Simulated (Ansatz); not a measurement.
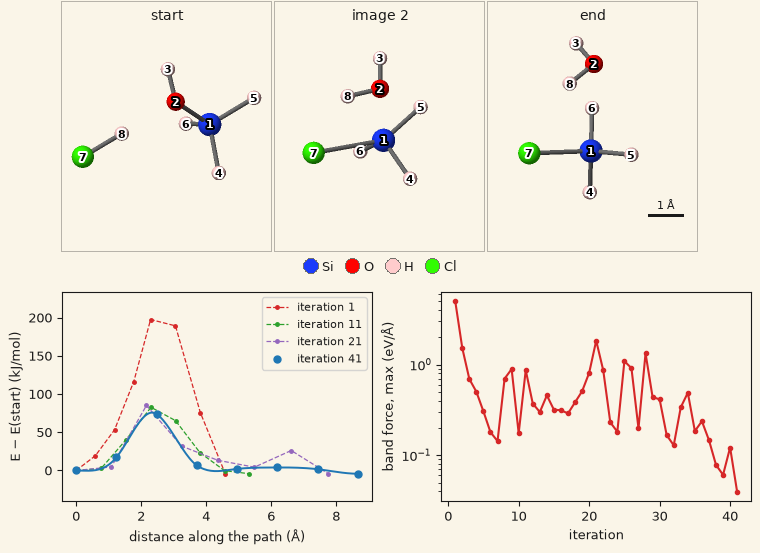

A search for the minimum-energy path of SiH5OCl by the nudged elastic band. Images are numbered from 0 (start) to 7 (end). The plot follows the band through its iterations. Style: ball-and-stick. Shown at a tilt.

Theory: RKS revPBE/def2-SVP in Ansatz 0.2.0. Settings: 6 movable images; no climbing image; force threshold 0.05 eV/Å; iteration limit 60; starting path through a guess of the saddle point.

Question: How did the profile develop, and is the result final?

Answer: The run is converged, with reservations. The band converged in 41 iterations. The largest component of the band force went from 5 to 0.039 eV/Å. No image climbed, so the highest image needn't lie on the saddle point, and the true maximum along this path can be higher. The first iteration put the highest image at 197.6 kJ/mol. Forward barrier 73.8 kJ/mol, backward barrier 78.0 kJ/mol, with image 2 at the top; the reaction energy is −4.2 kJ/mol.

The run took 3.9 min on 2 threads of Arm Neoverse V1 (shared host), peak memory 0.16 GiB.
